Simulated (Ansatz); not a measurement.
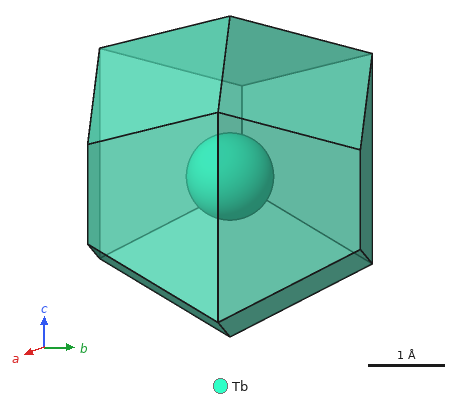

Voronoi cell (the region closer to this atom than to any other), computed from the atomic positions without radii. Central atom: Tb (2d) in Tb; faces take the colour of the neighbour behind them. Geometry: the structure of a calculation's input, shown in its standard cell.

Tb, space group P6_3/mmc (No. 194), a = 3.620 Å, b = 3.620 Å, c = 5.763 Å, α = 90.00°, β = 90.00°, γ = 120.00°

```json
{"site": "Tb", "Wyckoff": "2d", "x": "0.3333", "y": "0.6667", "z": "0.7500"}
```

How many faces does the cell have, and of which kinds?

Answer. 12 faces, index ⟨0,12,0,0⟩: a twelve-faced cell of four-edged faces, as in close packing.

What is the volume of this Voronoi cell?

Answer. 32.7 Å³, equal to the mean volume per atom.

Tabulate the neighbours by distance and solid angle.

Answer.
```csv
neighbour,faces,distance (Å),solid angle (% of sphere)
Tb,6,3.56,51.6
Tb,6,3.62,48.4
```
